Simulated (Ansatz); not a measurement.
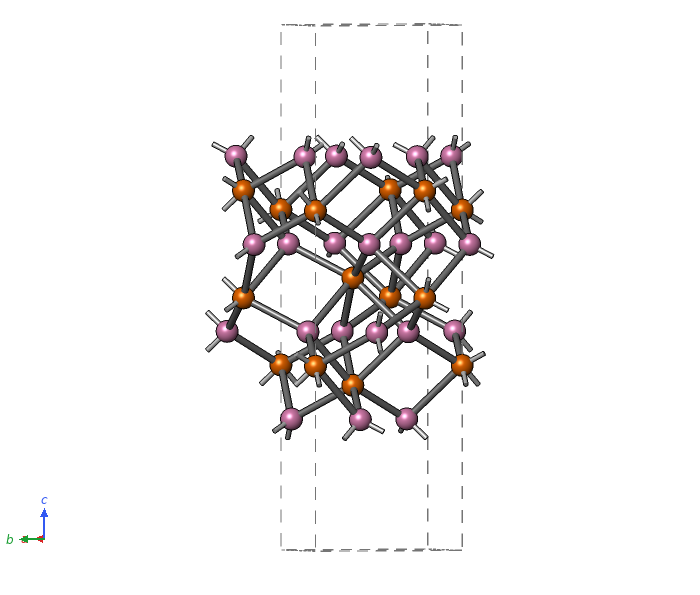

A cut-out of a periodic net derived from a crystal structure. Nodes are coloured by topological kind. Short stubs are edges that leave the cut-out.

Q: Classify the net: periodicity, connectivity, name.

A: A binodal (4,6)-connected, three-periodic net. It is the cor net, known from corundum.

Q: Give point symbol and coordination sequence of each kind of node.

A: 4-connected node: 4^3.6^3, sequence 4, 16, 26, 66, 70, 150; 6-connected node: 4^6.6^9, sequence 6, 13, 39, 46, 105, 101.

The net was derived as follows. The compound is Al₂O₃ (space group R-3c, No. 167), taken as the geometry relaxed with DFT PBE, scalar-relativistic, plane waves, PAW (Ansatz). Bonds are taken as Al–O below 2.2 Å; no other contact counts. Simplification: prune 0- and 1-connected atoms, fold 2-connected ones into links. O is a 4-connected node; Al is a 6-connected node, in the ratio 3:2.
